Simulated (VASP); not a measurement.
Band structure of BN (space group P6_3mc). Method: PBE GGA, VASP's PBE PAW potentials (set 64) (plane waves; VASP).

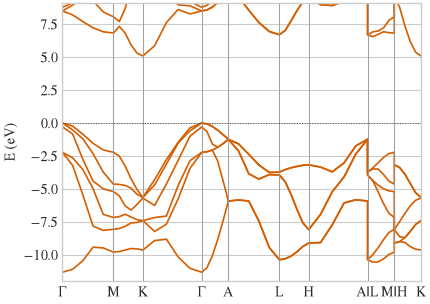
Bands along high-symmetry lines, zero at the valence-band maximum or, without a gap, the Fermi level

Question: Read the plot: is there a gap, and where are the band edges?

Answer: The gap is indirect, 5.09 eV, from the valence maximum at Γ to the conduction minimum at K.

The structure comes from a computed database's BN entry; how it stands against other phases isn't given here. The cell was not relaxed at this level.
